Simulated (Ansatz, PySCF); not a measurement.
Breaking the Al1–H2 bond in CH6AlN (SMILES [CH3][AlH][NH2]) (multiplicity 1 held, fragments rigid). Energies count from the point at 1.581 Å.
Geometry at that point (charge 0, multiplicity 1):
```xyz
9

Al    -0.274    -0.281    -0.330
H     -1.123    -1.122    -1.366
C      0.140     1.614    -0.556
H      0.694     1.789    -1.483
H      0.737     2.015     0.267
H     -0.774     2.212    -0.624
N      0.313    -1.150     1.100
H      0.864    -0.747     1.842
H      0.142    -2.126     1.288
```

Restricted levels (R-, RO-) in cc, def2 and unpolarised 6-31G sets keep to the state of the molecule at rest. Unrestricted levels (U-) break spin symmetry where that is lower. Levels need not reach the same state.

Rows in 6-31G* carry no dispersion term and start afresh at each structure (6-31G* with six Cartesian d functions).

The values were computed with Ansatz (Gaussian orbitals); PySCF for 6-31G* rows. 

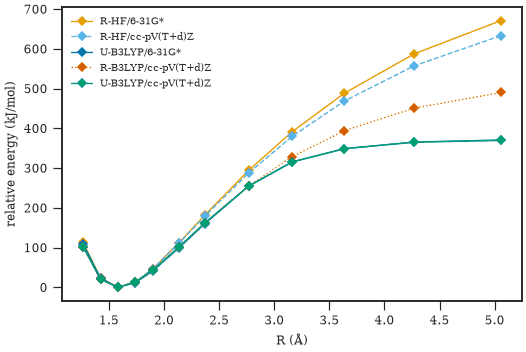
Figure. Relative energy along the coordinate

### Question
Read off the R-B3LYP/cc-pV(T+d)Z curve at R = 3.636.

### Answer
about 390 kJ/mol

Doubts at one or more of the structures used: a restricted determinant that unrestricted orbitals would lower (R-HF/6-31G*, R-HF/cc-pV(T+d)Z, R-B3LYP/cc-pV(T+d)Z); a spin-contaminated determinant (U-B3LYP/6-31G*, U-B3LYP/cc-pV(T+d)Z).

Ansatz is a program for electronic structure.
